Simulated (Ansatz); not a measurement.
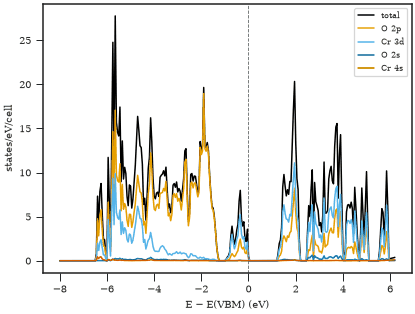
Figure. Total and projected density of states of KCr3O8 in space group C2/m (No. 12; Pearson symbol mS24), r²SCAN in the plane-wave PAW code Ansatz

Q: Which orbitals carry the states next to the gap?

A: Top 1 eV of the valence band: Cr 3d 67 %, O 2p 29 %. Bottom 1 eV of the conduction band: Cr 3d 58 %, O 2p 36 %. Projections are on Löwdin-orthogonalised atomic valence shells; empty p or d shells of many metals are not among them.

Q: Where is the tallest occupied peak in this window, and what makes it?

A: Near -5.6 eV, about 28 states/eV per cell; the largest projected share is O 2p.

The first step of the workflow began from a Materials Project structure, measured or hypothetical; the Crystallography Open Database files this formula in space group No. 12, but the cells were not matched. Its standing as an ambient phase is unchecked. Symmetry was held in the r²SCAN relaxation; whether a distortion lowers the energy is not shown. Magnetic state: ferromagnetic, chosen from 2 collinear starts compared on coarse meshes (ties went to the first, and starts can fall back to one state), not a proven ground state. Other orbital occupations within this spin state were not tried. No Hubbard U is applied.

Potentials: the later of the program's two PAW sets.
